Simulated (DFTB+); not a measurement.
## CHF₃S: geometry relaxation (part 2 of 3)

CHF₃S; GFN1-xTB, R-SCC, dispersion built in (DFTB+ 25.1). The geometry comes from this level: PBE0-D4/def2-TZVP.

Geometry of the input (Å):
```
F  0.5557  -0.9046  1.2983
C  0.1261  -0.3949  0.1465
F  -0.9823  -1.0450  -0.2085
F  1.0417  -0.6497  -0.7884
S  -0.1500  1.3721  0.3871
H  -0.5492  1.5581  -0.8812
```

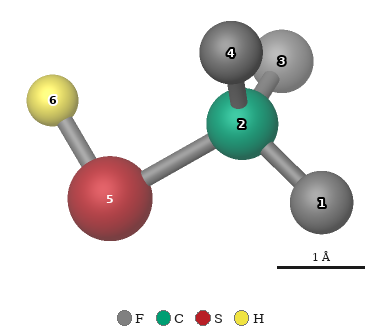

Fig. 1: The input geometry (ball-and-stick view, seen at a tilt; atoms are numbered from 1 in the order of the input).

What the program printed, continued:
```
Total Energy:                      -21.7844381828 H         -592.7847 eV
Extrapolated to 0K:                -21.7844381828 H         -592.7847 eV
Total Mermin free energy:          -21.7844381828 H         -592.7847 eV
Force related energy:              -21.7844381828 H         -592.7847 eV

total energy  -2.1784438E+01 H       energy change -4.4346657E-05 H
gradient norm  1.1770962E-02 H/a0    max. gradient  7.3093534E-03 H/a0
step length    3.5243537E-03 a0      max. step      2.1734582E-03 a0

--------------------------------------------------------------------------------

***  Geometry step: 12

 iSCC Total electronic   Diff electronic      SCC error
    1   -0.21829696E+02    0.00000000E+00    0.12955103E-02
    2   -0.21829696E+02   -0.28877265E-03    0.92472517E-03
    3   -0.21829696E+02   -0.14412025E-06    0.28658986E-03
    4   -0.21829696E+02   -0.79525904E-07    0.11430500E-03
    5   -0.21829696E+02   -0.13734791E-08    0.20848610E-04
    6   -0.21829696E+02   -0.20557351E-08    0.24008717E-05

Total Energy:                      -21.7844835719 H         -592.7860 eV
Extrapolated to 0K:                -21.7844835719 H         -592.7860 eV
Total Mermin free energy:          -21.7844835719 H         -592.7860 eV
Force related energy:              -21.7844835719 H         -592.7860 eV

total energy  -2.1784484E+01 H       energy change -4.5389048E-05 H
gradient norm  9.7608900E-03 H/a0    max. gradient  6.0500810E-03 H/a0
step length    4.2434143E-03 a0      max. step      2.6217763E-03 a0

--------------------------------------------------------------------------------

***  Geometry step: 13

 iSCC Total electronic   Diff electronic      SCC error
    1   -0.21830037E+02    0.00000000E+00    0.15672206E-02
    2   -0.21830037E+02   -0.34083131E-03    0.11099961E-02
    3   -0.21830037E+02   -0.19837245E-06    0.34389779E-03
    4   -0.21830037E+02   -0.10586052E-06    0.13392357E-03
    5   -0.21830037E+02   -0.21789930E-08    0.24317942E-04
    6   -0.21830037E+02   -0.28731648E-08    0.27839235E-05

Total Energy:                      -21.7845261414 H         -592.7871 eV
Extrapolated to 0K:                -21.7845261414 H         -592.7871 eV
Total Mermin free energy:          -21.7845261414 H         -592.7871 eV
Force related energy:              -21.7845261414 H         -592.7871 eV

total energy  -2.1784526E+01 H       energy change -4.2569564E-05 H
gradient norm  7.4549171E-03 H/a0    max. gradient  4.5475591E-03 H/a0
step length    5.0310706E-03 a0      max. step      3.1145770E-03 a0

--------------------------------------------------------------------------------

***  Geometry step: 14

 iSCC Total electronic   Diff electronic      SCC error
    1   -0.21830432E+02    0.00000000E+00    0.18717097E-02
    2   -0.21830432E+02   -0.39526991E-03    0.13111136E-02
    3   -0.21830433E+02   -0.26170052E-06    0.40783645E-03
    4   -0.21830433E+02   -0.13195098E-06    0.15181867E-03
    5   -0.21830433E+02   -0.35439314E-08    0.27890678E-04
    6   -0.21830433E+02   -0.38000678E-08    0.33783210E-05

Total Energy:                      -21.7845605631 H         -592.7881 eV
Extrapolated to 0K:                -21.7845605631 H         -592.7881 eV
Total Mermin free energy:          -21.7845605631 H         -592.7881 eV
Force related energy:              -21.7845605631 H         -592.7881 eV

total energy  -2.1784561E+01 H       energy change -3.4421706E-05 H
gradient norm  5.0115406E-03 H/a0    max. gradient  2.8335739E-03 H/a0
step length    5.8547603E-03 a0      max. step      3.6303203E-03 a0

--------------------------------------------------------------------------------

***  Geometry step: 15

 iSCC Total electronic   Diff electronic      SCC error
    1   -0.21830880E+02    0.00000000E+00    0.21957036E-02
    2   -0.21830881E+02   -0.44774854E-03    0.15116471E-02
    3   -0.21830881E+02   -0.32602842E-06    0.47710242E-03
    4   -0.21830881E+02   -0.14688446E-06    0.16209255E-03
    5   -0.21830881E+02   -0.59627929E-08    0.30533697E-04
    6   -0.21830881E+02   -0.45582880E-08    0.41001966E-05

Total Energy:                      -21.7845806311 H         -592.7886 eV
Extrapolated to 0K:                -21.7845806311 H         -592.7886 eV
Total Mermin free energy:          -21.7845806311 H         -592.7886 eV
Force related energy:              -21.7845806311 H         -592.7886 eV

total energy  -2.1784581E+01 H       energy change -2.0068002E-05 H
gradient norm  3.2333773E-03 H/a0    max. gradient  1.7959686E-03 H/a0
step length    6.6349656E-03 a0      max. step      4.1110625E-03 a0

--------------------------------------------------------------------------------

***  Geometry step: 16

 iSCC Total electronic   Diff electronic      SCC error
    1   -0.21831359E+02    0.00000000E+00    0.24447535E-02
    2   -0.21831359E+02   -0.47815210E-03    0.16336248E-02
    3   -0.21831359E+02   -0.36462834E-06    0.53570375E-03
    4   -0.21831359E+02   -0.12633957E-06    0.14893471E-03
    5   -0.21831359E+02   -0.94549080E-08    0.29492541E-04
    6   -0.21831359E+02   -0.42667594E-08    0.47038957E-05

Total Energy:                      -21.7845819604 H         -592.7886 eV
Extrapolated to 0K:                -21.7845819604 H         -592.7886 eV
Total Mermin free energy:          -21.7845819604 H         -592.7886 eV
Force related energy:              -21.7845819604 H         -592.7886 eV

total energy  -2.1784582E+01 H       energy change -1.3292528E-06 H
gradient norm  3.9751297E-03 H/a0    max. gradient  2.0629261E-03 H/a0
step length    7.0732133E-03 a0      max. step      4.3299636E-03 a0

--------------------------------------------------------------------------------

***  Geometry step: 17

 iSCC Total electronic   Diff electronic      SCC error
    1   -0.21831358E+02    0.00000000E+00    0.17659483E-04
    2   -0.21831358E+02    0.10745970E-05    0.13276391E-04
    3   -0.21831358E+02   -0.68745010E-10    0.58411906E-05

Total Energy:                      -21.7845822251 H         -592.7886 eV
Extrapolated to 0K:                -21.7845822251 H         -592.7886 eV
Total Mermin free energy:          -21.7845822251 H         -592.7886 eV
Force related energy:              -21.7845822251 H         -592.7886 eV

total energy  -2.1784582E+01 H       energy change -2.6466724E-07 H
gradient norm  3.9433690E-03 H/a0    max. gradient  2.0477073E-03 H/a0
step length    6.6856713E-05 a0      max. step      3.4695838E-05 a0

--------------------------------------------------------------------------------

***  Geometry step: 18

 iSCC Total electronic   Diff electronic      SCC error
    1   -0.21831356E+02    0.00000000E+00    0.31622325E-04
    2   -0.21831356E+02    0.21423649E-05    0.23916997E-04
    3   -0.21831356E+02   -0.30252423E-09    0.12828480E-04
    4   -0.21831356E+02   -0.15882051E-09    0.45621821E-05

Total Energy:                      -21.7845827458 H         -592.7887 eV
Extrapolated to 0K:                -21.7845827458 H         -592.7887 eV
Total Mermin free energy:          -21.7845827458 H         -592.7887 eV
Force related energy:              -21.7845827458 H         -592.7887 eV

total energy  -2.1784583E+01 H       energy change -5.2076381E-07 H
gradient norm  3.8778076E-03 H/a0    max. gradient  2.0174702E-03 H/a0
step length    1.3317906E-04 a0      max. step      6.9137858E-05 a0

--------------------------------------------------------------------------------

***  Geometry step: 19

 iSCC Total electronic   Diff electronic      SCC error
    1   -0.21831353E+02    0.00000000E+00    0.38930598E-04
    2   -0.21831353E+02    0.31921343E-05    0.29939224E-04
    3   -0.21831353E+02   -0.61363181E-09    0.18383802E-04
    4   -0.21831353E+02   -0.28236613E-09    0.65745715E-05

Total Energy:                      -21.7845835057 H         -592.7887 eV
Extrapolated to 0K:                -21.7845835057 H         -592.7887 eV
Total Mermin free energy:          -21.7845835057 H         -592.7887 eV
Force related energy:              -21.7845835057 H         -592.7887 eV

total energy  -2.1784584E+01 H       energy change -7.5989552E-07 H
gradient norm  3.7822004E-03 H/a0    max. gradient  1.9728138E-03 H/a0
step length    1.9839699E-04 a0      max. step      1.0308418E-04 a0

--------------------------------------------------------------------------------

***  Geometry step: 20

 iSCC Total electronic   Diff electronic      SCC error
    1   -0.21831349E+02    0.00000000E+00    0.51324733E-04
    2   -0.21831349E+02    0.42160148E-05    0.39442017E-04
    3   -0.21831349E+02   -0.10494503E-08    0.24292508E-04
    4   -0.21831349E+02   -0.48103033E-09    0.86931270E-05

Total Energy:                      -21.7845844803 H         -592.7887 eV
Extrapolated to 0K:                -21.7845844803 H         -592.7887 eV
Total Mermin free energy:          -21.7845844803 H         -592.7887 eV
Force related energy:              -21.7845844803 H         -592.7887 eV

total energy  -2.1784584E+01 H       energy change -9.7454130E-07 H
gradient norm  3.6571750E-03 H/a0    max. gradient  1.9139587E-03 H/a0
step length    2.6200084E-04 a0      max. step      1.3630451E-04 a0

--------------------------------------------------------------------------------

***  Geometry step: 21

 iSCC Total electronic   Diff electronic      SCC error
    1   -0.21831344E+02    0.00000000E+00    0.63086040E-04
    2   -0.21831344E+02    0.52045408E-05    0.48486239E-04
    3   -0.21831344E+02   -0.15790960E-08    0.30025408E-04
    4   -0.21831344E+02   -0.71886674E-09    0.10765044E-04
    5   -0.21831344E+02   -0.47425175E-10    0.22521059E-05

Total Energy:                      -21.7845856384 H         -592.7887 eV
Extrapolated to 0K:                -21.7845856384 H         -592.7887 eV
Total Mermin free energy:          -21.7845856384 H         -592.7887 eV
Force related energy:              -21.7845856384 H         -592.7887 eV

total energy  -2.1784586E+01 H       energy change -1.1581204E-06 H
gradient norm  3.5058603E-03 H/a0    max. gradient  1.8413617E-03 H/a0
step length    3.2348627E-04 a0      max. step      1.6857609E-04 a0

--------------------------------------------------------------------------------

***  Geometry step: 22

 iSCC Total electronic   Diff electronic      SCC error
    1   -0.21831337E+02    0.00000000E+00    0.72363342E-04
    2   -0.21831337E+02    0.61505109E-05    0.54803293E-04
    3   -0.21831337E+02   -0.22890703E-08    0.32402478E-04
    4   -0.21831337E+02   -0.10832863E-08    0.11352841E-04
    5   -0.21831337E+02   -0.72372330E-10    0.25375697E-05

Total Energy:                      -21.7845869437 H         -592.7888 eV
Extrapolated to 0K:                -21.7845869437 H         -592.7888 eV
Total Mermin free energy:          -21.7845869437 H         -592.7888 eV
Force related energy:              -21.7845869437 H         -592.7888 eV

total energy  -2.1784587E+01 H       energy change -1.3053656E-06 H
gradient norm  3.3288237E-03 H/a0    max. gradient  1.7560083E-03 H/a0
step length    3.8239407E-04 a0      max. step      1.9967816E-04 a0

--------------------------------------------------------------------------------

***  Geometry step: 23

 iSCC Total electronic   Diff electronic      SCC error
    1   -0.21831330E+02    0.00000000E+00    0.91131135E-04
    2   -0.21831330E+02    0.78447755E-05    0.69720695E-04
    3   -0.21831330E+02   -0.36679140E-08    0.41046925E-04
    4   -0.21831330E+02   -0.17265229E-08    0.14398878E-04
    5   -0.21831330E+02   -0.11804602E-09    0.32116303E-05

Total Energy:                      -21.7845885116 H         -592.7888 eV
Extrapolated to 0K:                -21.7845885116 H         -592.7888 eV
Total Mermin free energy:          -21.7845885116 H         -592.7888 eV
Force related energy:              -21.7845885116 H         -592.7888 eV

total energy  -2.1784589E+01 H       energy change -1.5678983E-06 H
gradient norm  3.1079710E-03 H/a0    max. gradient  1.6475629E-03 H/a0
step length    4.8823748E-04 a0      max. step      2.5560645E-04 a0

--------------------------------------------------------------------------------

***  Geometry step: 24

 iSCC Total electronic   Diff electronic      SCC error
    1   -0.21831320E+02    0.00000000E+00    0.11258744E-03
    2   -0.21831320E+02    0.98323589E-05    0.86726720E-04
    3   -0.21831320E+02   -0.56594232E-08    0.50988054E-04
    4   -0.21831320E+02   -0.26444695E-08    0.17930774E-04
    5   -0.21831320E+02   -0.18627944E-09    0.39917344E-05

Total Energy:                      -21.7845903271 H         -592.7889 eV
Extrapolated to 0K:                -21.7845903271 H         -592.7889 eV
Total Mermin free energy:          -21.7845903271 H         -592.7889 eV
Force related energy:              -21.7845903271 H         -592.7889 eV

total energy  -2.1784590E+01 H       energy change -1.8154589E-06 H
gradient norm  2.8401018E-03 H/a0    max. gradient  1.5123061E-03 H/a0
step length    6.1324634E-04 a0      max. step      3.2208707E-04 a0

--------------------------------------------------------------------------------

***  Geometry step: 25

 iSCC Total electronic   Diff electronic      SCC error
    1   -0.21831308E+02    0.00000000E+00    0.13669324E-03
    2   -0.21831308E+02    0.12107775E-04    0.10577238E-03
    3   -0.21831308E+02   -0.83835019E-08    0.62048228E-04
    4   -0.21831308E+02   -0.38771582E-08    0.21894257E-04
    5   -0.21831308E+02   -0.28438762E-09    0.48616269E-05

Total Energy:                      -21.7845923418 H         -592.7889 eV
Extrapolated to 0K:                -21.7845923418 H         -592.7889 eV
Total Mermin free energy:          -21.7845923418 H         -592.7889 eV
Force related energy:              -21.7845923418 H         -592.7889 eV

total energy  -2.1784592E+01 H       energy change -2.0147301E-06 H
gradient norm  2.5267259E-03 H/a0    max. gradient  1.3467126E-03 H/a0
step length    7.5832717E-04 a0      max. step      3.9983603E-04 a0

--------------------------------------------------------------------------------

***  Geometry step: 26

 iSCC Total electronic   Diff electronic      SCC error
    1   -0.21831293E+02    0.00000000E+00    0.16296606E-03
    2   -0.21831293E+02    0.14620612E-04    0.12615225E-03
    3   -0.21831293E+02   -0.11857388E-07    0.73747993E-04
    4   -0.21831293E+02   -0.54029705E-08    0.26146302E-04
    5   -0.21831293E+02   -0.41888626E-09    0.57861123E-05

Total Energy:                      -21.7845944652 H         -592.7890 eV
Extrapolated to 0K:                -21.7845944652 H         -592.7890 eV
Total Mermin free energy:          -21.7845944652 H         -592.7890 eV
Force related energy:              -21.7845944652 H         -592.7890 eV

total energy  -2.1784594E+01 H       energy change -2.1233393E-06 H
gradient norm  2.1796990E-03 H/a0    max. gradient  1.1480815E-03 H/a0
step length    9.2305189E-04 a0      max. step      4.8883548E-04 a0

--------------------------------------------------------------------------------

***  Geometry step: 27

 iSCC Total electronic   Diff electronic      SCC error
    1   -0.21831276E+02    0.00000000E+00    0.18888127E-03
    2   -0.21831276E+02    0.17233438E-04    0.14629753E-03
    3   -0.21831276E+02   -0.15825062E-07    0.85051238E-04
    4   -0.21831276E+02   -0.70522894E-08    0.30365135E-04
    5   -0.21831276E+02   -0.59076299E-09    0.66896353E-05

Total Energy:                      -21.7845965625 H         -592.7890 eV
Extrapolated to 0K:                -21.7845965625 H         -592.7890 eV
Total Mermin free energy:          -21.7845965625 H         -592.7890 eV
Force related energy:              -21.7845965625 H         -592.7890 eV

total energy  -2.1784597E+01 H       energy change -2.0973389E-06 H
gradient norm  1.8325763E-03 H/a0    max. gradient  9.1566598E-04 H/a0
step length    1.1046678E-03 a0      max. step      5.8752239E-04 a0

Geometry converged

--------------------------------------------------------------------------------
--------------------------------------------------------------------------------
Pre-SCC initialisation                 +       0.03 ( 17.1%)       0.03 ( 13.1%)
SCC                                    +       0.11 ( 53.3%)       0.16 ( 62.9%)
Post-SCC processing                    +       0.06 ( 29.0%)       0.06 ( 23.1%)
--------------------------------------------------------------------------------
Missing                                +       0.00 (  0.7%)       0.00 (  0.8%)
Total                                  =       0.20 (100.0%)       0.25 (100.0%)
--------------------------------------------------------------------------------
```
